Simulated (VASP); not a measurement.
Band structure of InP (space group Pm-3m). Method: PBE GGA, VASP's PBE PAW potentials (set 64) (plane waves; VASP).

Unless said otherwise, spin-orbit coupling is left out, though it shifts the bands of the heavy elements here.

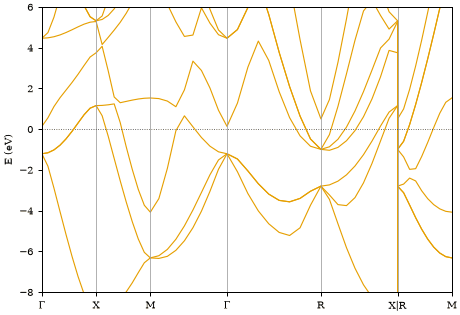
Figure: Bands along high-symmetry lines, zero at the valence-band maximum or, without a gap, the Fermi level

**Question.** Read the plot: is there a gap, and where are the band edges?

**Answer.** It has no gap at this level: it comes out as a metal or semimetal.

The structure was generated: InP was put into an ordered model structure, which need not be its known phase. The cell was not relaxed at this level.
